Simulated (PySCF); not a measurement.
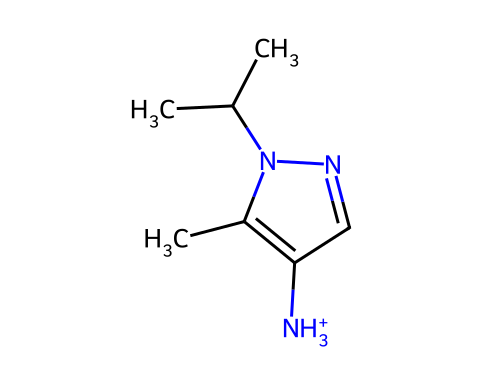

2D structure. Charge +1, singlet.

**Write the SMILES.**

Cc1c([NH3+])cnn1C(C)C

**Give the formula, hydrogens included.**

C7H14N3, charge +1.

**An optimisation with GFN2-xTB gave a structure of which point group?**

Cs. Other conformers may differ.

More results for the same structure follow; atom numbers are the same in all pictures, views and colours differ. The computed structure is the end point of a GFN2-xTB optimisation. No frequency run is at hand to confirm it as a minimum.

### Electronic properties

No frequency run is at hand to confirm it as a minimum. Method: PBE0/pcSseg-1, gas phase (PySCF 2.14.0).

**What is the LUMO energy (Kohn–Sham orbital)?**

−4.66 eV.

**Estimate the HOMO energy (Kohn–Sham orbital).**

−11.22 eV.

### NMR shielding

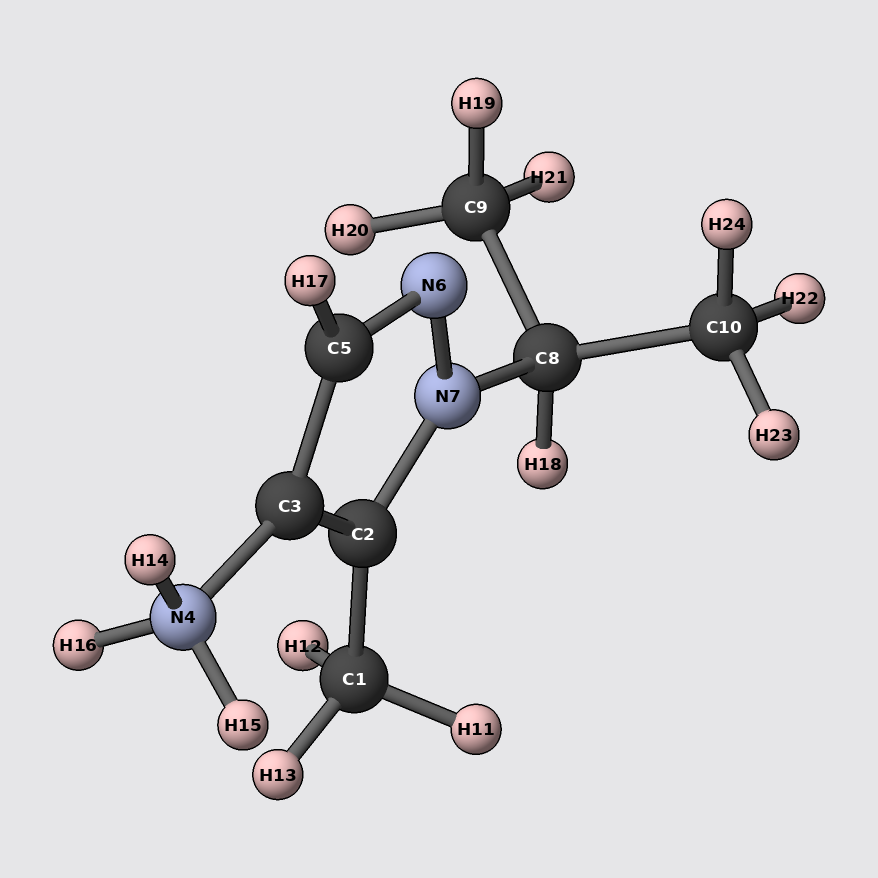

The questions are on isotropic NMR shieldings of the H atoms. No frequency run is at hand to confirm it as a minimum. Properties computed with GIAO PBE0/pcSseg-1 NMR shielding, non-relativistic, gas phase (PySCF 2.14.0).

**Which H atom is the most shielded (lowest chemical shift)?**

H20, H23 (30.33 ppm).

**Which H atom is the least shielded (highest chemical shift)?**

H17 (23.92 ppm).

**How wide is the range of H shifts?**

6.41 ppm.

Give the isotropic NMR shieldings of the H atoms atom by atom.

```json
{"atom": "H11", "σ (ppm)": "28.91"}
{"atom": "H12", "σ (ppm)": "28.91"}
{"atom": "H13", "σ (ppm)": "29.68"}
{"atom": "H14", "σ (ppm)": "25.25"}
{"atom": "H15", "σ (ppm)": "25.21"}
{"atom": "H16", "σ (ppm)": "25.22"}
{"atom": "H17", "σ (ppm)": "23.92"}
{"atom": "H18", "σ (ppm)": "27.37"}
{"atom": "H19", "σ (ppm)": "29.38"}
{"atom": "H20", "σ (ppm)": "30.33"}
{"atom": "H21", "σ (ppm)": "30.06"}
{"atom": "H22", "σ (ppm)": "30.06"}
{"atom": "H23", "σ (ppm)": "30.33"}
{"atom": "H24", "σ (ppm)": "29.38"}
```

### Charges

The questions are on IAO charges. No frequency run is at hand to confirm it as a minimum. Level of theory: PBE0/pcSseg-1, gas phase (PySCF 2.14.0).

List the IAO charges.

```tsv
atom	value (e)
C1	−0.44
C2	0.07
C3	−0.09
N4	−0.30
C5	−0.08
N6	−0.21
N7	0.07
C8	0.00
C9	−0.43
C10	−0.43
H11	0.18
H12	0.18
H13	0.15
H14	0.35
H15	0.34
H16	0.34
H17	0.18
H18	0.15
H19	0.17
H20	0.15
H21	0.16
H22	0.16
H23	0.15
H24	0.17
```

### Quadrupole coupling

No frequency run is at hand to confirm it as a minimum. Electric field gradients from the ground-state density, PBE0/pcSseg-1 (PySCF 2.14.0), non-relativistic apart from any core potentials.

Give the largest field-gradient component, the quadrupole coupling constant and the asymmetry for 14N at N4 (Q = 20.44 mb), 14N at N6 (Q = 20.44 mb), 14N at N7 (Q = 20.44 mb), 2H at H11 (Q = 2.86 mb), 2H at H13 (Q = 2.86 mb), 2H at H14 (Q = 2.86 mb), 2H at H15 (Q = 2.86 mb).

```csv
atom,V_zz (a.u.),e²qQ/h (MHz),η
N4,0.030,0.146,0.02
N6,−1.036,−4.98,0.53
N7,−0.572,−2.74,0.62
H11,0.305,0.205,0.02
H13,0.315,0.212,0.06
H14,0.326,0.219,0.01
H15,0.323,0.217,0.02
```
